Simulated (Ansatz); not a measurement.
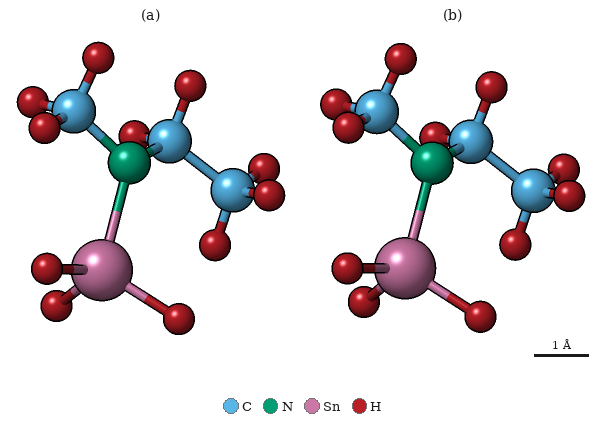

The structure of C3H11NSn before (left) and after (right) a relaxation, at one scale.

The picture is a ball-and-stick view, seen at a tilt.

The start comes from PBE-D4/def2-SVP.

The calculation used RKS PBE0-D4/def2-TZVP (Ansatz 0.2.0). Settings: force threshold 0.005 eV/Å; at most 150 steps.

### What changed between the two?

Over 9 geometry steps the energy falls by 1.81 kcal/mol. Largest force component: 0.49 eV/Å at the start, 0.0033 eV/Å at the end. The atom that moves furthest after the best rigid fit is an H atom (0.13 Å). Largest moves by element: H 0.13 Å, Sn 0.04 Å, C 0.03 Å, N 0.02 Å. Among the contacts that change: C–Sn 3.353 → 3.294 Å, N–Sn 2.082 → 2.037 Å, H–Sn 1.744 → 1.719 Å, H–Sn 1.726 → 1.704 Å. The run took 63 s on 4 threads of Arm Neoverse V2, with other jobs on the host.
